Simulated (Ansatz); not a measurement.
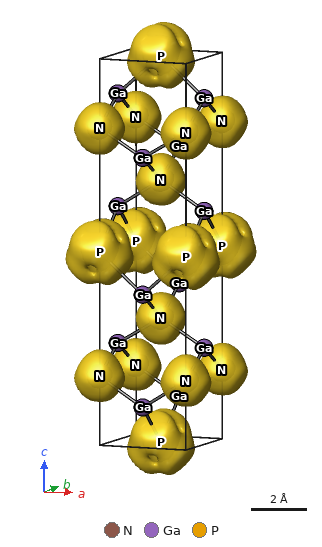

The picture shows: Ga3PN2. Isosurface of the electron localisation function at 0.7 (yellow), seen slightly off an axis. Core shells and regions of very low density are left out. Sticks mark near contacts.

Space group I-4m2; started from the ordered alloy on zincblende lattice prototype, which need not be the ambient phase.

Level of theory: DFT, r2SCAN, plane waves, PAW (Ansatz).

Core electrons are frozen (PAW), and the valence fields are smoothed inside the atomic spheres.

Question: What do the ELF domains correspond to?

Answer: At this value the surface marks out two regions on P in which the atom's valence shell and bonds are merged and four regions wrapped around N (the valence shell of each), counted in one cell of 12 atoms. Any copies at cell faces, edges or corners count once. Profiles from the grid: Ga–N (1.99 Å): the ELF peaks at about 0.85 in the valence shell of N, 0.7 Å from its nucleus, and is about 0.45 at the midpoint. Ga–P (2.27 Å): the ELF peaks at about 0.90 in the valence shell of P, 0.9 Å from its nucleus, and is about 0.75 at the midpoint.
